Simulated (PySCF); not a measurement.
# [Lu(HCN)]3+: a change of charge

How does [Lu(HCN)]3+ respond at fixed geometry? The runs cover a change of charge. It is a constructed species; whether it can be made isn't addressed.

Program: PySCF 2.14.0. Level of theory: PBE0, Lu def2-SVP with ECP28, N def2-SVP, C def2-SVP, H def2-SVP; scalar-relativistic core potentials, no spin–orbit coupling. These are calculated values, not measurements.

1 further run of the same task is left out (for a known fault of the program).

**1. The starting structure**

4 atoms, charge 3, spin multiplicity 1.

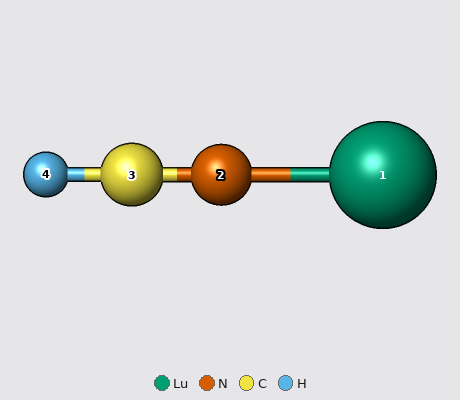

The geometry (lutetium teal, nitrogen orange, carbon yellow, hydrogen blue); atoms are numbered from 1 in the order of the file.

Geometry (Å):

```
Lu    0.0000    0.0000   -0.1691
N     0.0000    0.0000    1.9366
C     0.0000    0.0000    3.1046
H     0.0000    0.0000    4.2246
```

Formal oxidation states: Lu +3. An earlier session relaxed this geometry at PBE0, Lu def2-SVP with ECP28, N def2-SVP, C def2-SVP, H def2-SVP (singlet, point group C∞v).

Its energy there is -1327.996338 Eh.

**2. One electron removed, multiplicity 2**

Input file run.py (the lines that set the calculation):

```python
mol = gto.M(atom='''
Lu     0.00000     0.00000    -0.16909
N      0.00000     0.00000     1.93656
C      0.00000     0.00000     3.10464
H      0.00000     0.00000     4.22460''',
    basis={'Lu': 'def2-SVP', 'N': 'def2-SVP', 'C': 'def2-SVP', 'H': 'def2-SVP'},
    ecp={'Lu': 'def2-SVP'},
    charge=4, spin=1)
mf = dft.UKS(mol, xc='PBE0')
mf.grids.atom_grid = (50, 194)  # f atoms: unpruned, at least (60, 302)
mf = mf.density_fit()  # fitting sets: Lu def2-universal-JKFIT, N def2-universal-JKFIT, C def2-universal-JKFIT, H def2-universal-JKFIT
mf.conv_tol = 1e-08; mf.max_cycle = 55
mf.kernel(dm0)  # dm0: the density of the relaxed state
```

Command:

```bash
OMP_NUM_THREADS=2 python run.py
```

Output:

```text
init E= -1328.00664800739
cycle= 1 E= -1326.80263890326  delta_E=  1.2  |g|= 0.341  |ddm|= 0.534
  HOMO = -1.50792362972  LUMO = -1.37399730868  gap/eV = 3.64432
cycle= 2 E= -1326.81605182154  delta_E= -0.0134  |g|= 0.359  |ddm|= 0.552
  HOMO = -1.39381745586  LUMO = -1.25592275258  gap/eV = 3.75231
cycle= 3 E= -1326.86711336008  delta_E= -0.0511  |g|= 0.102  |ddm|= 0.287
  HOMO = -1.37709503814  LUMO = -1.23599117626  gap/eV = 3.83963
cycle= 4 E= -1326.87152798323  delta_E= -0.00441  |g|= 0.0267  |ddm|= 0.0955
  HOMO = -1.3744838327  LUMO = -1.23223800231  gap/eV = 3.87071
cycle= 5 E= -1326.87168160504  delta_E= -0.000154  |g|= 0.0165  |ddm|= 0.0123
  HOMO = -1.37442283737  LUMO = -1.23195041486  gap/eV = 3.87687
cycle= 6 E= -1326.87171789683  delta_E= -3.63e-05  |g|= 0.00376  |ddm|= 0.00682
  HOMO = -1.37440780258  LUMO = -1.231867334  gap/eV = 3.87872
cycle= 7 E= -1326.87172210325  delta_E= -4.21e-06  |g|= 0.00104  |ddm|= 0.00248
  HOMO = -1.37435546751  LUMO = -1.23184634048  gap/eV = 3.87787
cycle= 8 E= -1326.87172330595  delta_E= -1.2e-06  |g|= 0.000467  |ddm|= 0.00145
  HOMO = -1.37429457344  LUMO = -1.23183335553  gap/eV = 3.87657
cycle= 9 E= -1326.87172371429  delta_E= -4.08e-07  |g|= 0.000156  |ddm|= 0.0011
  HOMO = -1.37426082831  LUMO = -1.23182567005  gap/eV = 3.87586
cycle= 10 E= -1326.87172377048  delta_E= -5.62e-08  |g|= 3.2e-05  |ddm|= 0.000493
  HOMO = -1.37425816902  LUMO = -1.23182662161  gap/eV = 3.87576
cycle= 11 E= -1326.87172377248  delta_E= -2.01e-09  |g|= 4.48e-06  |ddm|= 9.55e-05
  HOMO = -1.37425876031  LUMO = -1.23182727004  gap/eV = 3.87576
Extra cycle  E= -1326.8717237725  delta_E= -1.68e-11  |g|= 5.55e-06  |ddm|= 6.29e-06
converged SCF energy = -1326.8717237725  <S^2> = 0.75235171  2S+1 = 2.0023503
```

Wall time 3.6 s (2 threads of Arm Neoverse V1, shared host).

It gives: E = -1326.871724 Eh (+30.602 eV from the relaxed state), HOMO -37.40 eV, LUMO -33.52 eV (over both spins), ⟨S²⟩ = 0.752, Mulliken charge on Lu1 +2.82 e. 

**3. One electron added, multiplicity 2**

run.py (the lines that set the calculation), as its differences from that of step 2:

```diff
@@ -7,3 +7,3 @@
     ecp={'Lu': 'def2-SVP'},
-    charge=4, spin=1)
+    charge=2, spin=1)
 mf = dft.UKS(mol, xc='PBE0')
```

Command:

```bash
OMP_NUM_THREADS=2 python run.py
```

Output:

```text
init E= -1328.00591180103
  HOMO = -0.744602189951  LUMO = -0.740821769616  gap/eV = 0.10287
cycle= 1 E= -1328.64053658853  delta_E= -0.635  |g|= 0.185  |ddm|= 1.94
  HOMO = -0.54872310699  LUMO = -0.460058812367  gap/eV = 2.41268
cycle= 2 E= -1328.63211638331  delta_E= 0.00842  |g|= 0.412  |ddm|= 0.599
  HOMO = -0.568451997839  LUMO = -0.463119906805  gap/eV = 2.86623
cycle= 3 E= -1328.66293794047  delta_E= -0.0308  |g|= 0.0478  |ddm|= 0.167
  HOMO = -0.585880026756  LUMO = -0.479429162315  gap/eV = 2.89668
cycle= 4 E= -1328.66391694341  delta_E= -0.000979  |g|= 0.0184  |ddm|= 0.0829
  HOMO = -0.588583605707  LUMO = -0.481941868776  gap/eV = 2.90187
cycle= 5 E= -1328.66392912691  delta_E= -1.22e-05  |g|= 0.0183  |ddm|= 0.0253
  HOMO = -0.588914063097  LUMO = -0.482178821554  gap/eV = 2.90441
cycle= 6 E= -1328.6640614093  delta_E= -0.000132  |g|= 0.00367  |ddm|= 0.0161
  HOMO = -0.589263672706  LUMO = -0.482515374581  gap/eV = 2.90477
cycle= 7 E= -1328.66407156833  delta_E= -1.02e-05  |g|= 0.00127  |ddm|= 0.00938
  HOMO = -0.58929629654  LUMO = -0.482611780133  gap/eV = 2.90303
cycle= 8 E= -1328.66407316463  delta_E= -1.6e-06  |g|= 0.000238  |ddm|= 0.0061
  HOMO = -0.589340635205  LUMO = -0.482689005355  gap/eV = 2.90214
cycle= 9 E= -1328.66407332129  delta_E= -1.57e-07  |g|= 0.000141  |ddm|= 0.00219
  HOMO = -0.58935541426  LUMO = -0.482714564978  gap/eV = 2.90185
cycle= 10 E= -1328.66407333744  delta_E= -1.62e-08  |g|= 1.27e-05  |ddm|= 0.000704
  HOMO = -0.589358428921  LUMO = -0.482718861594  gap/eV = 2.90181
cycle= 11 E= -1328.66407333757  delta_E= -1.34e-10  |g|= 2.32e-06  |ddm|= 6.64e-05
  HOMO = -0.589358654723  LUMO = -0.482719069487  gap/eV = 2.90181
Extra cycle  E= -1328.66407333757  delta_E= -9.09e-13  |g|= 4.04e-06  |ddm|= 4.83e-06
converged SCF energy = -1328.66407333757  <S^2> = 0.75044009  2S+1 = 2.00044
```

It took 3.8 s on 2 threads of Arm Neoverse V1, shared host.

Result: E = -1328.664073 Eh (-18.170 eV from the relaxed state), HOMO -16.04 eV, LUMO -13.14 eV (over both spins), ⟨S²⟩ = 0.750, Mulliken charge on Lu1 +1.67 e. 

**4. The states side by side**

| state | energy from the relaxed state (eV) | ⟨S²⟩ | time |
| --- | --- | --- | --- |
| charge +3, singlet, vacuum (relaxed) | 0 | 0.00 |  |
| charge +2, doublet, vacuum | -18.17 | 0.75 | 3.8 s |
| charge +4, doublet, vacuum | 30.60 | 0.75 | 3.6 s |

An electron taken off or put on is at rest in vacuum. 

Removing an electron vertically costs 30.60 eV (doublet), against −HOMO = 27.70 eV. Adding an electron vertically releases 18.17 eV (doublet). These are double-zeta-type bases without diffuse functions. Spin–orbit coupling is left out.
